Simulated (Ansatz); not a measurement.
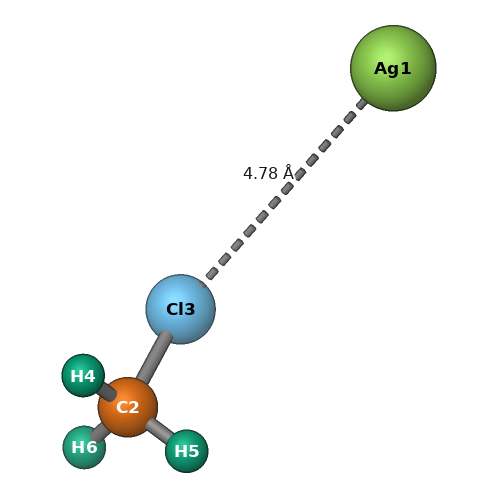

Two molecules or ions; the broken line marks their closest contact (measured against van der Waals radii). Charge +1, singlet. Geometry: a pair of rigid molecules at a changed separation. Program: Ansatz 0.2.0.

Q: Which two species are they?

A: Ag and CH3Cl (`CCl.[Ag+]`).

Give the counterpoise-corrected interaction energy (kcal/mol, monomers kept as in the pair) with RHF-CCSD(T) (frozen core)/def2-TZVPPD; ωB97M-V/def2-TZVPPD.

```
                                level  interaction energy (kcal/mol)
RHF-CCSD(T) (frozen core)/def2-TZVPPD                           −4.7
                  ωB97M-V/def2-TZVPPD                           −5.0
```
